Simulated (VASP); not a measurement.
Consider the following.

```yaml
crystal:
  lattice:
    - [1.90853, 1.10189, 6.06153]
    - [-1.90853, 1.10189, 6.06153]
    - [0.00000, -2.20378, 6.06153]
  atoms:
    - { symbol: Cd, position: [0.00000, 0.00000, 0.00000] }
    - { symbol: Cl, position: [0.74546, 0.74546, 0.74546] }
    - { symbol: Cl, position: [0.25454, 0.25454, 0.25454] }
```

Computed with PBEsol GGA, VASP's PBE PAW potentials (set 64) (plane waves; VASP). Settings: 400 eV cut-off, 8×8×8 Γ-centred mesh, tetrahedra with Blöchl corrections, potentials Cd Cl.

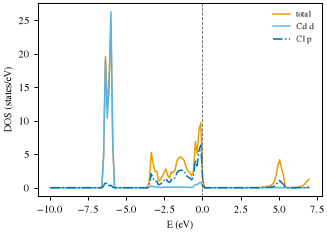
Figure: Total and projected density of states, zero at the valence-band maximum

Within 2 eV below the valence-band maximum the largest weight inside VASP's projection spheres is Cl p.

The gap is indirect, 3.54 eV, from the valence maximum at F to the conduction minimum at Γ.

The structure comes from a computed database's CdCl2 entry (R-3m); how it stands against other phases isn't given here. It was relaxed first.
